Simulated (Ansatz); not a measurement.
**Geometry relaxation, with input and output: CH$_{6}$FSn (part 2 of 2)**

Continued. System: CH$_{6}$FSn, multiplicity 2. Method: UKS BHLYP-D4/def2-SVP (Ansatz 0.2.0). It belongs to a series of runs on one base structure; here: end point A relaxed.

Geometry of the input (Å):
```
Sn 0.0031  0.0079  -0.0744
H  0.0403  0.0301  1.6575
H  1.6163  0.0402  -0.6323
H  -0.8020  1.4186  -0.5995
C  -1.0194  -1.7658  -0.7429
H  -1.5363  -2.2291  0.0991
H  -1.7513  -1.5131  -1.5124
H  -0.3038  -2.4779  -1.1572
F  -0.0001  -0.0163  3.7690
```

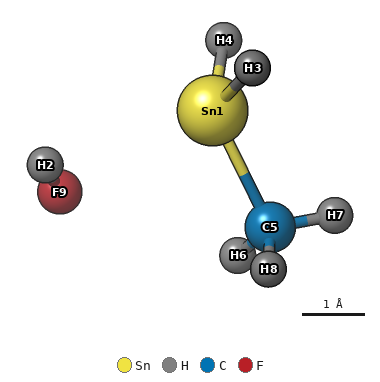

*The geometry at step 25 of the log (ball-and-stick view, seen at a tilt; atoms are numbered from 1 in the order of the input).*

**Trajectory as extended XYZ, continued**
```
9
Properties=species:S:1:pos:R:3:forces:R:3 step=11 energy=-9674.77528
Sn    0.0400    0.0701   -0.1495   -0.0010  -0.0215  -0.1200
H     0.2398   -0.0718    2.2817   -1.1692  -0.3145   2.4025
H     1.6114    0.1329   -0.8451   -0.0606   0.0100  -0.0509
H    -0.8704    1.4603   -0.5813    0.0441  -0.0299   0.0192
C    -1.0085   -1.7433   -0.6867   -0.0044  -0.0426  -0.0307
H    -1.6606   -2.0733    0.1254    0.0523   0.0712  -0.0333
H    -1.6140   -1.5470   -1.5757    0.0234  -0.0220   0.0310
H    -0.2833   -2.5300   -0.9066   -0.0320   0.0334   0.0153
F    -0.2074   -0.2035    3.1447    1.1474   0.3159  -2.2331
9
Properties=species:S:1:pos:R:3:forces:R:3 step=12 energy=-9674.89122
Sn    0.0544    0.0851   -0.2096   -0.0380  -0.2773   0.1864
H     0.3055   -0.0663    2.4705    0.2004   0.0804  -0.1918
H     1.5819    0.1573   -0.9680    0.0972   0.0135  -0.1621
H    -0.8626    1.4736   -0.5758   -0.0884   0.1006  -0.0699
C    -1.0047   -1.7489   -0.6979    0.0520   0.0594  -0.0771
H    -1.6807   -2.0225    0.1177    0.0895   0.0430  -0.0981
H    -1.5850   -1.5776   -1.6117    0.0527  -0.0752   0.1090
H    -0.2824   -2.5561   -0.8663   -0.1346   0.1415   0.0467
F    -0.2796   -0.2501    3.1480   -0.2306  -0.0859   0.2569
9
Properties=species:S:1:pos:R:3:forces:R:3 step=13 energy=-9674.89453
Sn    0.0913    0.0931   -0.2377    0.1407   0.1786  -0.4102
H     0.3013   -0.0547    2.6388   -0.2017  -0.0843   0.1964
H     1.5821    0.1598   -1.1452   -0.2622   0.0083   0.1711
H    -0.8606    1.4885   -0.6310    0.1196  -0.1489   0.0962
C    -0.9890   -1.7186   -0.7118   -0.1628  -0.2590   0.1032
H    -1.6452   -1.9443    0.1359    0.0666  -0.0475  -0.1385
H    -1.6039   -1.6360   -1.6189    0.2024   0.1658   0.1675
H    -0.2767   -2.5408   -0.8390   -0.0902   0.1030   0.0418
F    -0.3524   -0.3526    3.2157    0.1876   0.0842  -0.2277
9
Properties=species:S:1:pos:R:3:forces:R:3 step=14 energy=-9674.90825
Sn    0.0801    0.0875   -0.2248   -0.0181  -0.0679  -0.0271
H     0.3073   -0.0624    2.5635   -0.1880  -0.0587   0.2051
H     1.5668    0.1625   -1.0829    0.0078   0.0062  -0.0434
H    -0.8577    1.4775   -0.5969   -0.0047  -0.0157   0.0182
C    -0.9934   -1.7349   -0.7000   -0.0729  -0.0860  -0.0192
H    -1.6722   -1.9877    0.1211    0.0874   0.0356  -0.1186
H    -1.5772   -1.5933   -1.6194    0.1265  -0.0028   0.1645
H    -0.2806   -2.5547   -0.8433   -0.1052   0.1325   0.0263
F    -0.3263   -0.3001    3.1897    0.1671   0.0568  -0.2059
9
Properties=species:S:1:pos:R:3:forces:R:3 step=15 energy=-9674.91413
Sn    0.0853    0.0745   -0.2477    0.0627   0.0247   0.1076
H     0.3674   -0.0547    2.6791    0.0647   0.0313  -0.0624
H     1.5516    0.1702   -1.1382    0.0043   0.0003  -0.0743
H    -0.8675    1.4646   -0.5728   -0.0169  -0.0012  -0.0046
C    -0.9928   -1.7378   -0.7116   -0.0649  -0.0707  -0.0224
H    -1.6894   -1.9693    0.0980    0.0463   0.0153  -0.0667
H    -1.5533   -1.5997   -1.6424    0.0600  -0.0220   0.0804
H    -0.2869   -2.5643   -0.8286   -0.0625   0.0575   0.0065
F    -0.3673   -0.2890    3.1710   -0.0936  -0.0352   0.0359
9
Properties=species:S:1:pos:R:3:forces:R:3 step=16 energy=-9674.90938 accepted=F
Sn    0.1094    0.0809   -0.2301    0.0711  -0.0455  -0.0087
H     0.3770   -0.0381    2.6875   -1.0415  -0.4054   0.4687
H     1.5295    0.1765   -1.1989    0.0049   0.0032  -0.0357
H    -0.8572    1.4638   -0.5414   -0.0383   0.0261   0.0202
C    -0.9824   -1.7305   -0.6839   -0.0609  -0.0675   0.0147
H    -1.6950   -1.9443    0.1180    0.0740   0.0191  -0.0867
H    -1.5267   -1.5926   -1.6251    0.0668  -0.0245   0.0982
H    -0.2862   -2.5688   -0.7836   -0.0816   0.0976   0.0120
F    -0.4215   -0.3524    3.0644    1.0055   0.3969  -0.4827
9
Properties=species:S:1:pos:R:3:forces:R:3 step=17 energy=-9674.92167
Sn    0.1146    0.0782   -0.2305    0.0507  -0.0304  -0.0622
H     0.3377   -0.0614    2.6410   -0.1350  -0.0433   0.0941
H     1.5346    0.1740   -1.2013   -0.0139   0.0069  -0.0051
H    -0.8580    1.4589   -0.5381   -0.0161   0.0203   0.0317
C    -0.9806   -1.7297   -0.6880   -0.0367  -0.0620   0.0389
H    -1.6885   -1.9468    0.1156    0.0455   0.0090  -0.0577
H    -1.5296   -1.5904   -1.6247    0.0495  -0.0015   0.0574
H    -0.2854   -2.5665   -0.7941   -0.0558   0.0615   0.0113
F    -0.3979   -0.3219    3.1269    0.1117   0.0395  -0.1084
9
Properties=species:S:1:pos:R:3:forces:R:3 step=18 energy=-9674.92138 accepted=F
Sn    0.1473    0.0689   -0.2417    0.0976   0.0252  -0.0683
H     0.3549   -0.0769    2.6919   -0.8603  -0.2507   0.3929
H     1.5139    0.1854   -1.2952   -0.0762   0.0050   0.0408
H    -0.8570    1.4433   -0.4784    0.0118   0.0151   0.0333
C    -0.9698   -1.7271   -0.6768   -0.0014  -0.0387   0.0672
H    -1.6925   -1.9198    0.1180    0.0248   0.0076  -0.0179
H    -1.4993   -1.5858   -1.6213   -0.0073  -0.0148  -0.0233
H    -0.2892   -2.5757   -0.7631   -0.0251   0.0038  -0.0015
F    -0.4614   -0.3178    3.0736    0.8361   0.2475  -0.4232
9
Properties=species:S:1:pos:R:3:forces:R:3 step=19 energy=-9674.92646
Sn    0.1353    0.0729   -0.2386    0.0477  -0.0198  -0.0210
H     0.3248   -0.0566    2.6392   -0.1612  -0.0605   0.1057
H     1.5283    0.1810   -1.2472   -0.0293   0.0056  -0.0070
H    -0.8514    1.4549   -0.4957   -0.0046   0.0126   0.0206
C    -0.9749   -1.7295   -0.6780   -0.0113  -0.0228   0.0289
H    -1.6888   -1.9338    0.1222    0.0329   0.0156  -0.0264
H    -1.5156   -1.5877   -1.6176    0.0168  -0.0154   0.0172
H    -0.2887   -2.5731   -0.7761   -0.0310   0.0290   0.0044
F    -0.4222   -0.3336    3.0988    0.1399   0.0557  -0.1224
9
Properties=species:S:1:pos:R:3:forces:R:3 step=20 energy=-9674.93082
Sn    0.1554    0.0670   -0.2433    0.0331   0.0148  -0.0177
H     0.3171   -0.0615    2.6447   -0.1459  -0.0555   0.0891
H     1.5164    0.1892   -1.2937   -0.0303   0.0016  -0.0036
H    -0.8417    1.4514   -0.4575    0.0112  -0.0073   0.0234
C    -0.9685   -1.7291   -0.6696    0.0066   0.0058   0.0335
H    -1.6852   -1.9210    0.1298    0.0133   0.0123   0.0023
H    -1.5046   -1.5872   -1.6104   -0.0090  -0.0157  -0.0200
H    -0.2906   -2.5785   -0.7614   -0.0050  -0.0062  -0.0004
F    -0.4514   -0.3359    3.0682    0.1260   0.0503  -0.1065
9
Properties=species:S:1:pos:R:3:forces:R:3 step=21 energy=-9674.93651
Sn    0.1797    0.0645   -0.2523    0.0221   0.0145  -0.0041
H     0.3086   -0.0695    2.6548   -0.2010  -0.0741   0.0949
H     1.5024    0.1956   -1.3498   -0.0355   0.0127  -0.0081
H    -0.8272    1.4525   -0.4033    0.0305  -0.0287   0.0094
C    -0.9592   -1.7275   -0.6582    0.0072   0.0338   0.0306
H    -1.6727   -1.9019    0.1472   -0.0011   0.0036   0.0179
H    -1.4984   -1.5932   -1.5979   -0.0177  -0.0078  -0.0300
H    -0.2906   -2.5841   -0.7433    0.0157  -0.0211   0.0007
F    -0.4955   -0.3418    3.0097    0.1798   0.0671  -0.1113
9
Properties=species:S:1:pos:R:3:forces:R:3 step=22 energy=-9674.94163
Sn    0.2202    0.0563   -0.2613   -0.0024   0.0633  -0.0469
H     0.2913   -0.0949    2.6711   -0.5397  -0.1683   0.1675
H     1.4794    0.2298   -1.4299   -0.0437  -0.0328   0.0166
H    -0.7914    1.4471   -0.3537    0.0243  -0.0327   0.0311
C    -0.9484   -1.7250   -0.6356    0.0307   0.0128   0.0038
H    -1.6538   -1.8811    0.1810    0.0155   0.0167   0.0201
H    -1.4974   -1.5966   -1.5711   -0.0074   0.0039  -0.0126
H    -0.2915   -2.5910   -0.7194    0.0041  -0.0223   0.0025
F    -0.5615   -0.3501    2.9258    0.5185   0.1594  -0.1820
9
Properties=species:S:1:pos:R:3:forces:R:3 step=23 energy=-9674.92006 accepted=F
Sn    0.2422    0.0784   -0.2894    0.0589  -0.0575   0.0545
H     0.2824   -0.1465    2.7389   -1.7513  -0.3858   0.0617
H     1.4534    0.1956   -1.5160   -0.0807   0.0756  -0.0039
H    -0.7816    1.4646   -0.2845    0.0712  -0.0492  -0.0607
C    -0.9254   -1.7136   -0.6128   -0.0553   0.0506   0.0219
H    -1.6072   -1.8562    0.2271    0.0238   0.0046  -0.0079
H    -1.5015   -1.5967   -1.5344   -0.0011  -0.0218   0.0119
H    -0.2728   -2.5828   -0.7032    0.0165   0.0104  -0.0012
F    -0.6427   -0.3483    2.7812    1.7181   0.3731  -0.0763
9
Properties=species:S:1:pos:R:3:forces:R:3 step=24 energy=-9674.94918
Sn    0.2567    0.0645   -0.2773   -0.0164   0.0377  -0.1013
H     0.2352   -0.1285    2.6502   -0.3863  -0.1242   0.1267
H     1.4546    0.2281   -1.5090   -0.0156  -0.0127   0.0339
H    -0.7566    1.4552   -0.3270    0.0222  -0.0177   0.0356
C    -0.9282   -1.7135   -0.6103    0.0052  -0.0023   0.0502
H    -1.6037   -1.8563    0.2342    0.0123  -0.0010  -0.0047
H    -1.5088   -1.5884   -1.5274   -0.0012   0.0128   0.0017
H    -0.2808   -2.5853   -0.7096    0.0055  -0.0080   0.0025
F    -0.6215   -0.3812    2.8830    0.3743   0.1154  -0.1446
9
Properties=species:S:1:pos:R:3:forces:R:3 step=25 energy=-9674.95182
Sn    0.2636    0.0682   -0.3185    0.0542   0.0555   0.1707
H     0.2214   -0.1549    2.6744   -0.3533  -0.1031   0.0521
H     1.4653    0.2515   -1.5377   -0.0482  -0.0397  -0.0544
H    -0.7323    1.4698   -0.3059   -0.0058  -0.0277  -0.0257
C    -0.9261   -1.7151   -0.5909   -0.0031   0.0203  -0.0926
H    -1.5822   -1.8543    0.2697    0.0441   0.0469   0.0002
H    -1.5261   -1.5947   -1.4968   -0.0146  -0.0462   0.0278
H    -0.2777   -2.5855   -0.6999   -0.0061   0.0026  -0.0020
F    -0.6590   -0.3906    2.8124    0.3328   0.0913  -0.0762
9
Properties=species:S:1:pos:R:3:forces:R:3 step=26 energy=-9674.95957
Sn    0.2960    0.0799   -0.3078    0.0064  -0.0009  -0.0417
H     0.1903   -0.2007    2.7053   -0.6444  -0.1540   0.0034
H     1.4272    0.2320   -1.6011   -0.0091   0.0066  -0.0041
H    -0.7152    1.4700   -0.2940    0.0120   0.0076   0.0080
C    -0.9054   -1.6988   -0.5680   -0.0624  -0.0149   0.0468
H    -1.5302   -1.8308    0.3190    0.0546   0.0081  -0.0778
H    -1.5382   -1.5812   -1.4536    0.0374  -0.0052   0.0685
H    -0.2639   -2.5724   -0.6960   -0.0145   0.0116   0.0000
F    -0.7137   -0.4035    2.7030    0.6200   0.1410  -0.0032
9
Properties=species:S:1:pos:R:3:forces:R:3 step=27 energy=-9674.95588 accepted=F
Sn    0.3568    0.1003   -0.3694    0.0403  -0.0074  -0.1027
H     0.0797   -0.3085    2.7532   -1.1220  -0.1700  -0.2395
H     1.3961    0.2462   -1.7552   -0.1281  -0.0010   0.1199
H    -0.6464    1.4978   -0.2650    0.0500  -0.0367  -0.0303
C    -0.8700   -1.6803   -0.5145   -0.2924  -0.0350   0.1007
H    -1.4190   -1.7926    0.4345    0.2059   0.0432  -0.3772
H    -1.5797   -1.5716   -1.3504    0.1927  -0.0286   0.2574
H    -0.2446   -2.5607   -0.6856   -0.0530   0.0685   0.0139
F    -0.8259   -0.4361    2.5593    1.1066   0.1671   0.2578
9
Properties=species:S:1:pos:R:3:forces:R:3 step=28 energy=-9674.96591
Sn    0.3175    0.0896   -0.3282   -0.0088  -0.0106  -0.0121
H     0.1493   -0.2337    2.6927   -0.4229  -0.1085  -0.0077
H     1.4113    0.2380   -1.6523   -0.0047   0.0044  -0.0119
H    -0.6879    1.4836   -0.2854    0.0103   0.0039   0.0014
C    -0.8933   -1.6896   -0.5428   -0.0443  -0.0122   0.0164
H    -1.5017   -1.8100    0.3562    0.0512   0.0184  -0.0521
H    -1.5415   -1.5790   -1.4176    0.0289  -0.0094   0.0534
H    -0.2572   -2.5668   -0.6739   -0.0122   0.0156  -0.0017
F    -0.7498   -0.4376    2.6582    0.4024   0.0984   0.0142
9
Properties=species:S:1:pos:R:3:forces:R:3 step=29 energy=-9674.97167
Sn    0.3420    0.1008   -0.3598   -0.0065   0.0036  -0.0092
H     0.1015   -0.3138    2.6832   -0.2424  -0.0427  -0.0001
H     1.3899    0.2465   -1.7212   -0.0097  -0.0022   0.0022
H    -0.6539    1.5007   -0.2839    0.0099  -0.0114  -0.0022
C    -0.8749   -1.6807   -0.5203   -0.0386  -0.0088   0.0065
H    -1.4514   -1.7886    0.4002    0.0345   0.0130  -0.0379
H    -1.5522   -1.5794   -1.3736    0.0255  -0.0029   0.0478
H    -0.2446   -2.5601   -0.6635   -0.0047   0.0175  -0.0011
F    -0.8095   -0.4308    2.6457    0.2320   0.0340  -0.0060
9
Properties=species:S:1:pos:R:3:forces:R:3 step=30 energy=-9674.97327
Sn    0.3729    0.1199   -0.3909   -0.0203  -0.0120  -0.0116
H     0.0382   -0.4361    2.6683   -0.6046   0.0023  -0.0580
H     1.3628    0.2511   -1.7981   -0.0208   0.0003   0.0153
H    -0.6195    1.5192   -0.2806    0.0148  -0.0053  -0.0130
C    -0.8506   -1.6647   -0.4802   -0.0380  -0.0115  -0.0003
H    -1.3813   -1.7615    0.4689    0.0361   0.0181  -0.0665
H    -1.5685   -1.5729   -1.3017    0.0432   0.0006   0.0634
H    -0.2258   -2.5442   -0.6454   -0.0094   0.0123  -0.0038
F    -0.8812   -0.4163    2.5666    0.5989  -0.0048   0.0746
9
Properties=species:S:1:pos:R:3:forces:R:3 step=31 energy=-9674.96428 accepted=F
Sn    0.4048    0.1408   -0.4303   -0.0190  -0.0062  -0.0796
H    -0.0488   -0.5900    2.6902   -1.1472   0.2647  -0.2030
H     1.3224    0.2601   -1.8937   -0.0432  -0.0198   0.0761
H    -0.5766    1.5488   -0.3047    0.0127  -0.0368   0.0001
C    -0.8208   -1.6506   -0.4455   -0.0867   0.0044   0.0249
H    -1.3058   -1.7359    0.5312    0.0489   0.0217  -0.1589
H    -1.5787   -1.5672   -1.2337    0.0889   0.0029   0.1143
H    -0.2045   -2.5321   -0.6329   -0.0065   0.0260  -0.0025
F    -0.9452   -0.3795    2.5265    1.1520  -0.2569   0.2285
9
Properties=species:S:1:pos:R:3:forces:R:3 step=32 energy=-9674.97784
Sn    0.3741    0.1220   -0.4104    0.0304   0.0067   0.0367
H     0.0127   -0.4748    2.7443   -0.0170  -0.0041  -0.0045
H     1.3506    0.2481   -1.8246   -0.0026   0.0037  -0.0220
H    -0.6131    1.5232   -0.2983   -0.0073  -0.0001  -0.0128
C    -0.8422   -1.6644   -0.4861   -0.0380   0.0178  -0.0061
H    -1.3599   -1.7613    0.4678    0.0113  -0.0098   0.0121
H    -1.5742   -1.5703   -1.2920    0.0077  -0.0042  -0.0037
H    -0.2198   -2.5419   -0.6639    0.0050  -0.0105  -0.0016
F    -0.8813   -0.3861    2.5699    0.0104   0.0005   0.0019
9
Properties=species:S:1:pos:R:3:forces:R:3 step=33 energy=-9674.97380 accepted=F
Sn    0.4226    0.1287   -0.4158   -0.1132   0.0256  -0.1980
H    -0.0522   -0.5474    2.7489    0.0888  -0.0266   0.0306
H     1.3037    0.2437   -1.8992    0.0457  -0.0103   0.0696
H    -0.5904    1.5144   -0.3296    0.0211   0.0413   0.0629
C    -0.8165   -1.6456   -0.4617    0.0072  -0.0455   0.0591
H    -1.3047   -1.7424    0.5076    0.0122  -0.0265   0.0045
H    -1.5755   -1.5405   -1.2412    0.0386   0.0367  -0.0125
H    -0.2075   -2.5269   -0.6669   -0.0188  -0.0230   0.0087
F    -0.9327   -0.3895    2.5649   -0.0817   0.0282  -0.0250
9
Properties=species:S:1:pos:R:3:forces:R:3 step=34 energy=-9674.97867
Sn    0.3879    0.1273   -0.4177   -0.0015   0.0043   0.0027
H    -0.0131   -0.5156    2.7425   -0.0750   0.0065  -0.0137
H     1.3387    0.2477   -1.8519   -0.0034  -0.0006   0.0016
H    -0.6054    1.5250   -0.3070    0.0030   0.0009  -0.0031
C    -0.8329   -1.6590   -0.4747   -0.0156   0.0062  -0.0044
H    -1.3376   -1.7585    0.4860    0.0125   0.0006   0.0039
H    -1.5755   -1.5607   -1.2704    0.0074  -0.0024   0.0011
H    -0.2145   -2.5372   -0.6648   -0.0001  -0.0062  -0.0001
F    -0.9006   -0.3744    2.5650    0.0727  -0.0093   0.0120
9
Properties=species:S:1:pos:R:3:forces:R:3 step=35 energy=-9674.97886
Sn    0.3935    0.1315   -0.4232   -0.0002   0.0088  -0.0121
H    -0.0354   -0.5559    2.7587   -0.1509   0.0318  -0.0363
H     1.3290    0.2470   -1.8681    0.0046  -0.0016   0.0007
H    -0.6011    1.5285   -0.3166    0.0000   0.0022   0.0042
C    -0.8260   -1.6561   -0.4688   -0.0083   0.0042   0.0018
H    -1.3183   -1.7566    0.4978    0.0030  -0.0055   0.0116
H    -1.5792   -1.5564   -1.2540    0.0022  -0.0006  -0.0080
H    -0.2102   -2.5339   -0.6688    0.0007  -0.0055   0.0007
F    -0.9054   -0.3536    2.5500    0.1488  -0.0340   0.0373
9
Properties=species:S:1:pos:R:3:forces:R:3 step=36 energy=-9674.97916
Sn    0.3966    0.1342   -0.4298   -0.0009   0.0100  -0.0102
H    -0.0461   -0.5737    2.7589   -0.0480   0.0101  -0.0116
H     1.3281    0.2475   -1.8779   -0.0008  -0.0034   0.0053
H    -0.5992    1.5304   -0.3224    0.0016   0.0021   0.0030
C    -0.8232   -1.6537   -0.4657   -0.0047   0.0004   0.0002
H    -1.3104   -1.7528    0.5038    0.0021  -0.0026   0.0056
H    -1.5805   -1.5558   -1.2473    0.0036  -0.0001  -0.0025
H    -0.2082   -2.5318   -0.6674   -0.0007  -0.0042   0.0010
F    -0.9101   -0.3498    2.5547    0.0476  -0.0123   0.0092
9
Properties=species:S:1:pos:R:3:forces:R:3 step=37 energy=-9674.97917
Sn    0.3974    0.1347   -0.4318   -0.0004   0.0072  -0.0101
H    -0.0473   -0.5765    2.7621   -0.0362   0.0070  -0.0094
H     1.3253    0.2487   -1.8823   -0.0008  -0.0034   0.0057
H    -0.5977    1.5312   -0.3212    0.0008   0.0018   0.0027
C    -0.8228   -1.6532   -0.4656   -0.0015   0.0056   0.0024
H    -1.3126   -1.7484    0.5028   -0.0018  -0.0027   0.0109
H    -1.5775   -1.5579   -1.2498   -0.0006   0.0006  -0.0065
H    -0.2080   -2.5324   -0.6617    0.0046  -0.0074  -0.0021
F    -0.9100   -0.3516    2.5544    0.0360  -0.0087   0.0066
9
Properties=species:S:1:pos:R:3:forces:R:3 step=38 energy=-9674.97923
Sn    0.3980    0.1388   -0.4336    0.0008  -0.0015  -0.0043
H    -0.0549   -0.5906    2.7551    0.0072  -0.0041   0.0011
H     1.3240    0.2454   -1.8857   -0.0028   0.0018   0.0038
H    -0.5966    1.5356   -0.3232    0.0018   0.0001  -0.0018
C    -0.8207   -1.6507   -0.4601   -0.0047   0.0017   0.0025
H    -1.3064   -1.7464    0.5106    0.0019   0.0004  -0.0030
H    -1.5787   -1.5567   -1.2416    0.0025  -0.0015   0.0000
H    -0.2054   -2.5293   -0.6588    0.0011  -0.0016  -0.0013
F    -0.9122   -0.3515    2.5442   -0.0077   0.0048   0.0030
```

**Results in brief**

```csv
quantity,value
outcome,converged
total energy,−9674.9794 eV
mean-field energy,−9674.8072 eV
⟨S²⟩,0.751
largest force (length of the vector) at the end,0.010 eV/Å
hardware,"2 threads of Intel Xeon @ 2.50GHz (Skylake/Cascade Lake), 32 GiB of memory available, shared host"
wall time,3.9 min (CPU time 7.3 min)
peak memory,0.27 GiB
```
